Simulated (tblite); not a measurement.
# Saddle-point search of C₄H₉FGe

C₄H₉FGe, computed with GFN2-xTB saddle search (eigenvector following) and harmonic vibrations, gas phase (tblite 0.8.0).

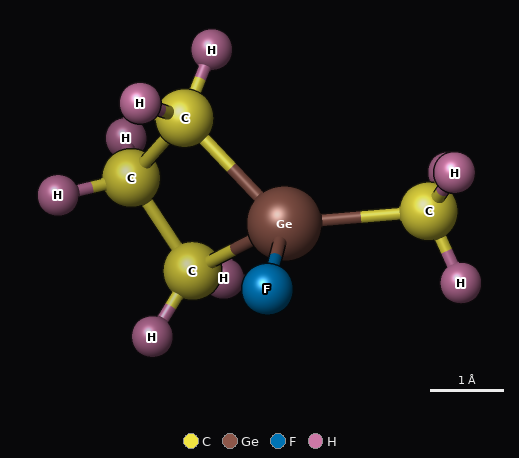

The structure as given in the input (ball-and-stick view, seen at a tilt). Sticks mark near contacts. Bond lengths as drawn: C–C 1.54 to 1.55 Å, C–Ge 2.00 to 2.01 Å, C–H 1.08 to 1.09 Å and F–Ge 1.79 Å.

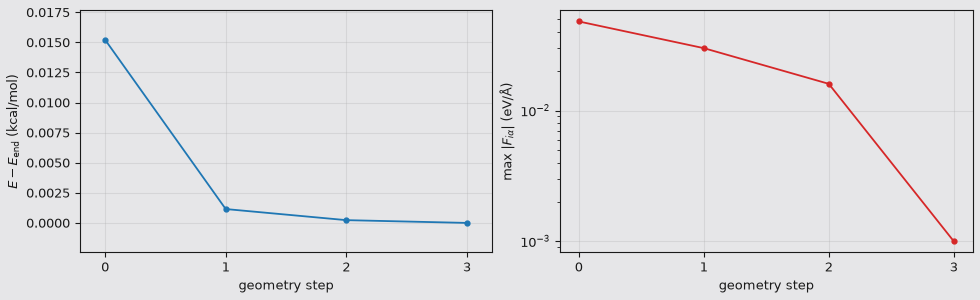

Progress of the saddle-point search, step by step (steps are counted from 0).

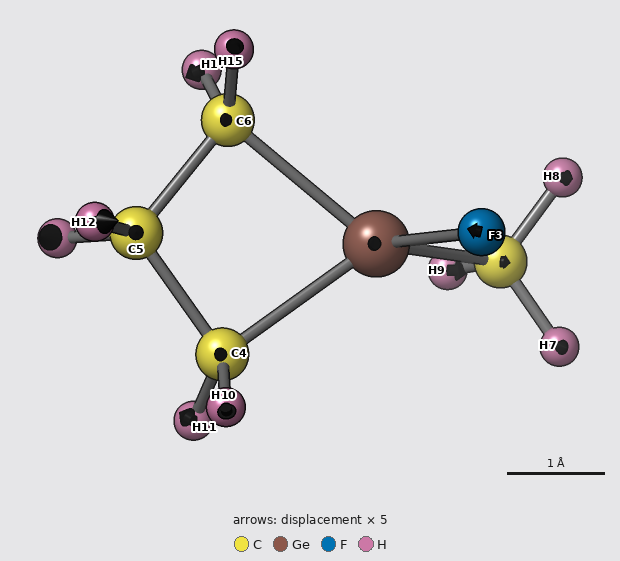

The starting structure with the displacements as black arrows, magnified 5 times (ball-and-stick view, seen at a tilt). The two geometries are laid on each other by the best rigid fit. Over 3 geometry steps the energy falls by 0.02 kcal/mol. Largest force component: 0.048 eV/Å at the start, 0.001 eV/Å at the end. The atom that moves furthest after the best rigid fit is H13 (0.077 Å). By element the largest moves are H 0.077 Å, F 0.032 Å, C 0.026 Å, Ge 0.024 Å. (Atoms are counted from 1 in the order of the input.)

The input and output of the run follow.

### Input file
```
{"job": {"xc": "GFN2-xTB", "basis": "xTB", "kind": "saddle"}, "charge": 0, "multiplicity": 1}
C      2.462069     0.433643     0.129252
Ge     0.651396    -0.426408     0.116368
F      1.045341    -2.146160     0.419192
C     -0.804111    -0.260325    -1.267019
C     -1.816038     0.126226    -0.164090
C     -0.991744     0.126048     1.142559
H      3.077661    -0.010450    -0.646906
H      2.932979     0.267364     1.092865
H      2.357299     1.497390    -0.052170
H     -1.074550    -1.170782    -1.796585
H     -0.657017     0.527489    -2.000557
H     -2.624911    -0.598399    -0.111237
H     -2.255670     1.105444    -0.352341
H     -0.938366     1.107259     1.608290
H     -1.364340    -0.578339     1.882379
```

The first line tells a small driver script what to run in tblite; the rest is the geometry in Å.

Launched with:
```bash
OMP_NUM_THREADS=1 python <driver script> task.json out
```

### Log
```
step      E/eV     max force
  0    -539.25643   0.0493
  1    -539.25704   0.0354
  2    -539.25708   0.0185
  3    -539.25709   0.0014
lowest wavenumbers (cm-1): -86.5 83.9 99.2 114.9 151.7 163.8
```

### Trajectory as extended XYZ (Å, eV, eV/Å), 4 frames, from step=0 to step=3
```
15
Properties=species:S:1:pos:R:3:forces:R:3 step=0 energy=-539.25643
C     2.4621    0.4336    0.1293   -0.0030  -0.0140  -0.0220
Ge    0.6514   -0.4264    0.1164    0.0040   0.0040   0.0070
F     1.0453   -2.1462    0.4192    0.0050  -0.0480   0.0100
C    -0.8041   -0.2603   -1.2670   -0.0160   0.0060   0.0060
C    -1.8160    0.1262   -0.1641    0.0120   0.0200  -0.0140
C    -0.9917    0.1260    1.1426   -0.0140   0.0160   0.0290
H     3.0777   -0.0104   -0.6469   -0.0050   0.0080   0.0020
H     2.9330    0.2674    1.0929   -0.0040   0.0190   0.0000
H     2.3573    1.4974   -0.0522    0.0270   0.0020   0.0140
H    -1.0746   -1.1708   -1.7966    0.0140   0.0150   0.0100
H    -0.6570    0.5275   -2.0006   -0.0110   0.0090  -0.0380
H    -2.6249   -0.5984   -0.1112   -0.0360  -0.0300   0.0020
H    -2.2557    1.1054   -0.3523    0.0110  -0.0060  -0.0150
H    -0.9384    1.1073    1.6083   -0.0110  -0.0040   0.0150
H    -1.3643   -0.5783    1.8824    0.0250   0.0030  -0.0060
15
Properties=species:S:1:pos:R:3:forces:R:3 step=1 energy=-539.25704
C     2.4799    0.4234    0.1297   -0.0010   0.0070  -0.0020
Ge    0.6509   -0.4025    0.1159    0.0000   0.0010   0.0000
F     1.0189   -2.1316    0.4216    0.0000   0.0020   0.0000
C    -0.8059   -0.2414   -1.2693   -0.0120   0.0010  -0.0020
C    -1.8278    0.1065   -0.1624   -0.0120   0.0000  -0.0020
C    -0.9973    0.1440    1.1412   -0.0120   0.0010   0.0010
H     3.0848   -0.0324   -0.6479   -0.0030   0.0020   0.0020
H     2.9466    0.2446    1.0933   -0.0030   0.0010  -0.0020
H     2.4042    1.4909   -0.0460    0.0010  -0.0120   0.0020
H    -1.0542   -1.1494   -1.8133    0.0020   0.0100   0.0050
H    -0.6755    0.5601   -1.9927   -0.0020  -0.0070   0.0050
H    -2.6053   -0.6547   -0.1025    0.0240   0.0260  -0.0020
H    -2.3102    1.0657   -0.3540    0.0150  -0.0300   0.0050
H    -0.9603    1.1332    1.5917   -0.0020  -0.0080  -0.0030
H    -1.3488   -0.5566    1.8947    0.0020   0.0070  -0.0060
15
Properties=species:S:1:pos:R:3:forces:R:3 step=2 energy=-539.25708
C     2.4805    0.4198    0.1302   -0.0010  -0.0010   0.0000
Ge    0.6503   -0.4026    0.1161   -0.0010   0.0000   0.0000
F     1.0146   -2.1323    0.4215    0.0000   0.0000   0.0000
C    -0.8053   -0.2365   -1.2697   -0.0050   0.0010  -0.0010
C    -1.8290    0.0995   -0.1614   -0.0080   0.0020  -0.0010
C    -0.9970    0.1486    1.1405   -0.0040   0.0020  -0.0010
H     3.0848   -0.0372   -0.6470    0.0000   0.0000   0.0000
H     2.9464    0.2408    1.0939    0.0000   0.0000   0.0000
H     2.4068    1.4869   -0.0461    0.0000   0.0020   0.0000
H    -1.0516   -1.1384   -1.8245    0.0000   0.0050   0.0030
H    -0.6742    0.5731   -1.9840   -0.0020  -0.0040   0.0040
H    -2.5952   -0.6722   -0.0990    0.0140   0.0120  -0.0010
H    -2.3252    1.0510   -0.3528    0.0070  -0.0160   0.0030
H    -0.9579    1.1425    1.5802   -0.0010  -0.0050  -0.0030
H    -1.3480   -0.5430    1.9022    0.0010   0.0030  -0.0040
15
Properties=species:S:1:pos:R:3:forces:R:3 step=3 energy=-539.25709
C     2.4800    0.4216    0.1298    0.0000   0.0000   0.0000
Ge    0.6506   -0.4025    0.1161    0.0000   0.0000   0.0000
F     1.0171   -2.1318    0.4215    0.0000   0.0000   0.0000
C    -0.8057   -0.2389   -1.2694    0.0000   0.0000   0.0000
C    -1.8280    0.1030   -0.1618    0.0010   0.0010   0.0000
C    -0.9974    0.1461    1.1408    0.0000   0.0000   0.0000
H     3.0846   -0.0352   -0.6472    0.0000   0.0000   0.0000
H     2.9461    0.2432    1.0936    0.0000   0.0000   0.0000
H     2.4054    1.4887   -0.0467    0.0000   0.0000   0.0000
H    -1.0531   -1.1435   -1.8187    0.0000  -0.0010   0.0000
H    -0.6751    0.5666   -1.9881    0.0000   0.0000   0.0000
H    -2.5995   -0.6627   -0.1009    0.0000  -0.0010   0.0000
H    -2.3167    1.0578   -0.3532   -0.0010   0.0010   0.0000
H    -0.9595    1.1374    1.5859    0.0000   0.0000   0.0000
H    -1.3488   -0.5498    1.8982    0.0000  -0.0010   0.0000
```

### Results in brief

| quantity | value |
| --- | --- |
| outcome | converged |
| total energy | −539.2571 eV |
| point group | Cs |
| hardware | 1 CPU thread, shared host |
| wall time | 3.6 s |
| peak memory | 0.19 GiB |
